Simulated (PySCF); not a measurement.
## What a change does: NMR shielding calculation on C$_{6}$H$_{8}$

System: C$_{6}$H$_{8}$.
Method of run 1: GIAO WP04/pcSseg-1 NMR shielding, non-relativistic, gas phase (PySCF 2.14.0).

The geometry comes from this level: PBE0-D3(BJ)/def2-SVP. Text and figures count atoms from 1; the logs count them from 0 in places.

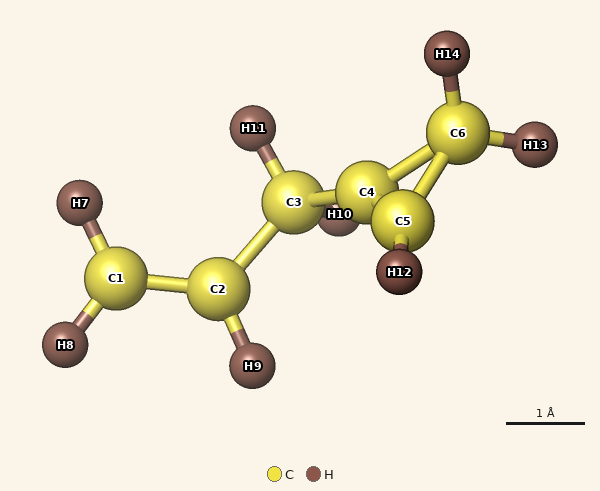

Fig. 1: The structure as given in the input (ball-and-stick view, seen at a tilt; atoms are numbered from 1 in the order of the input). Bond lengths as drawn: C–C 1.30 to 1.50 Å and C–H 1.09 to 1.11 Å.

Input, run 1:
```
{"job": {"kind": "nmr", "xc": "WP04", "basis": "pcSseg-1", "pop": false}, "charge": 0, "multiplicity": 1}
C      2.580246     0.065893     0.296137
C      1.442728    -0.027888    -0.391201
C      0.240990    -0.810103     0.043203
C     -0.979341     0.012023     0.170170
C     -1.597144     1.152509     0.110659
C     -2.442715    -0.027439     0.494187
H      2.710741    -0.445152     1.255798
H      3.423815     0.655162    -0.072555
H      1.343632     0.504411    -1.345063
H      0.028163    -1.618562    -0.682123
H      0.432176    -1.322315     1.002527
H     -1.587101     2.222975    -0.074100
H     -3.155655    -0.455154    -0.230987
H     -2.766954    -0.156907     1.540421
```

The first line tells a small driver script what to run in PySCF; the rest is the geometry in Å.

Hardware: 1 CPU thread, shared host.

Output (run 1):
```
coarse grid: 11480 points
cycle   1  E = -239.1319637646  dE =  6.538e-01  |g| = 5.924e-01  |ddm| = 3.426e+00
cycle   2  E = -239.1096734676  dE =  2.229e-02  |g| = 6.609e-01  |ddm| = 1.192e+00
cycle   3  E = -239.2293566645  dE = -1.197e-01  |g| = 3.169e-02  |ddm| = 7.291e-01
cycle   4  E = -239.2294963723  dE = -1.397e-04  |g| = 1.961e-02  |ddm| = 5.562e-02
cycle   5  E = -239.2295787399  dE = -8.237e-05  |g| = 7.568e-03  |ddm| = 2.313e-02
cycle   6  E = -239.2295898316  dE = -1.109e-05  |g| = 3.865e-03  |ddm| = 8.620e-03
cycle   7  E = -239.2295935028  dE = -3.671e-06  |g| = 4.892e-04  |ddm| = 3.282e-03
final grid: 110224 points
cycle   8  E = -239.2878635252  dE = -4.392e-05  |g| = 6.977e-03  |ddm| = 3.487e-02
cycle   9  E = -239.2878601254  dE =  3.400e-06  |g| = 7.867e-03  |ddm| = 1.438e-02
cycle  10  E = -239.2878769193  dE = -1.679e-05  |g| = 7.148e-04  |ddm| = 8.051e-03
cycle  11  E = -239.2878770076  dE = -8.824e-08  |g| = 4.114e-04  |ddm| = 8.322e-04
cycle  12  E = -239.2878770505  dE = -4.288e-08  |g| = 7.869e-05  |ddm| = 3.645e-04
cycle  13  E = -239.2878770516  dE = -1.091e-09  |g| = 4.456e-05  |ddm| = 1.190e-04
cycle  14  E = -239.2878770520  dE = -4.754e-10  |g| = 8.559e-06  |ddm| = 3.754e-05
converged SCF energy = -239.2878770520

GIAO shielding tensors (ppm)
atom      isotropic    diamagn.    paramagn.     s11        s22        s33       span
  0 C       49.829     254.441    -204.612    -64.395     70.474    143.407    207.802
  1 C       30.177     256.724    -226.547    -92.835     39.624    143.741    236.576
  2 C      135.381     247.657    -112.276    123.814    129.770    152.559     28.745
  3 C       46.125     255.778    -209.654    -97.647     78.821    157.199    254.846
  4 C       65.438     256.173    -190.735    -74.551    102.920    167.945    242.496
  5 C      160.965     255.031     -94.066    121.906    132.609    228.380    106.474
  6 H       26.428      31.076      -4.647     23.282     25.797     30.207      6.925
  7 H       26.447      28.715      -2.268     23.781     25.588     29.972      6.191
  8 H       25.678      32.410      -6.733     23.640     24.832     28.561      4.921
  9 H       28.411      29.167      -0.757     24.789     27.169     33.273      8.484
 10 H       28.626      30.825      -2.198     25.168     28.324     32.386      7.218
 11 H       25.131      32.821      -7.690     21.462     25.219     28.712      7.250
 12 H       30.450      30.570      -0.120     25.436     27.828     38.087     12.651
 13 H       30.435      30.708      -0.272     25.431     27.819     38.056     12.625
```

The input of run 2 differs as follows (lines with − go, lines with + come):
```diff
-"xc": "WP04"
+"xc": "B97-2"
```

Predict how the results change.

The total energies belong to different methods, so their difference says nothing on which is more stable or more accurate. The HOMO goes from −8.01 to −6.64 eV. The LUMO goes from −1.87 to 0.16 eV. Of all shieldings, the largest change is that of C5, by +13.1 ppm. The functional changes from WP04 to B97-2. Exact exchange removes part of the self-interaction error of semilocal functionals, which pushes filled and empty levels apart. The SCF takes 13 iterations against 14.

Output (run 2):
```
coarse grid: 11480 points
cycle   1  E = -233.1565501538  dE =  7.406e-01  |g| = 3.642e-01  |ddm| = 3.343e+00
cycle   2  E = -233.1573445171  dE = -7.944e-04  |g| = 3.736e-01  |ddm| = 7.673e-01
cycle   3  E = -233.1944824799  dE = -3.714e-02  |g| = 3.771e-02  |ddm| = 4.282e-01
cycle   4  E = -233.1945038195  dE = -2.134e-05  |g| = 3.630e-02  |ddm| = 6.921e-02
cycle   5  E = -233.1948402596  dE = -3.364e-04  |g| = 5.548e-03  |ddm| = 3.566e-02
cycle   6  E = -233.1948466002  dE = -6.341e-06  |g| = 1.983e-03  |ddm| = 5.951e-03
final grid: 110224 points
cycle   7  E = -233.2242143252  dE = -4.355e-05  |g| = 2.701e-03  |ddm| = 3.174e-02
cycle   8  E = -233.2242115136  dE =  2.812e-06  |g| = 4.307e-03  |ddm| = 6.493e-03
cycle   9  E = -233.2242160640  dE = -4.550e-06  |g| = 5.863e-04  |ddm| = 4.131e-03
cycle  10  E = -233.2242161299  dE = -6.589e-08  |g| = 2.709e-04  |ddm| = 7.668e-04
cycle  11  E = -233.2242161475  dE = -1.753e-08  |g| = 7.057e-05  |ddm| = 3.052e-04
cycle  12  E = -233.2242161487  dE = -1.262e-09  |g| = 1.424e-05  |ddm| = 6.350e-05
cycle  13  E = -233.2242161488  dE = -5.019e-11  |g| = 3.709e-06  |ddm| = 1.406e-05
converged SCF energy = -233.2242161488

GIAO shielding tensors (ppm)
atom      isotropic    diamagn.    paramagn.     s11        s22        s33       span
  0 C       62.512     253.644    -191.132    -48.960     83.282    153.213    202.173
  1 C       43.028     255.796    -212.769    -77.988     51.972    155.099    233.086
  2 C      147.088     245.010     -97.922    134.153    142.606    164.506     30.352
  3 C       58.740     255.299    -196.559    -84.795     92.773    168.243    253.037
  4 C       78.548     255.399    -176.851    -60.471    117.256    178.858    239.328
  5 C      173.190     253.216     -80.026    137.217    144.929    237.425    100.208
  6 H       25.977      30.551      -4.574     22.735     25.414     29.783      7.048
  7 H       26.029      28.628      -2.600     23.176     25.106     29.804      6.628
  8 H       25.164      31.661      -6.498     23.139     24.380     27.973      4.834
  9 H       28.081      28.662      -0.581     24.242     26.737     33.265      9.023
 10 H       28.350      30.112      -1.763     24.768     27.949     32.332      7.565
 11 H       24.731      32.157      -7.425     20.836     24.755     28.603      7.768
 12 H       30.214      30.368      -0.154     24.862     27.298     38.481     13.619
 13 H       30.194      30.467      -0.273     24.863     27.292     38.428     13.565
```

The two runs side by side:

| quantity | run 1 | run 2 |
| --- | --- | --- |
| outcome | converged | converged |
| total energy (hartree) | −239.287877 | −233.224216 |
| HOMO (eV) | −8.01 | −6.64 |
| LUMO (eV) | −1.87 | 0.16 |
| dipole moment (D) | 0.65 | 0.66 |
| shielding of C1 (ppm) | 49.8 | 62.5 |
| shielding of C2 (ppm) | 30.2 | 43.0 |
| shielding of C3 (ppm) | 135.4 | 147.1 |
| shielding of C4 (ppm) | 46.1 | 58.7 |
| shielding of C5 (ppm) | 65.4 | 78.5 |
| shielding of C6 (ppm) | 161.0 | 173.2 |
| shielding of H9 (ppm) | 25.7 | 25.2 |
| SCF iterations | 14 | 13 |
| basis functions | 142 | 142 |
| wall time (shared host) | 11 s | 10 s |
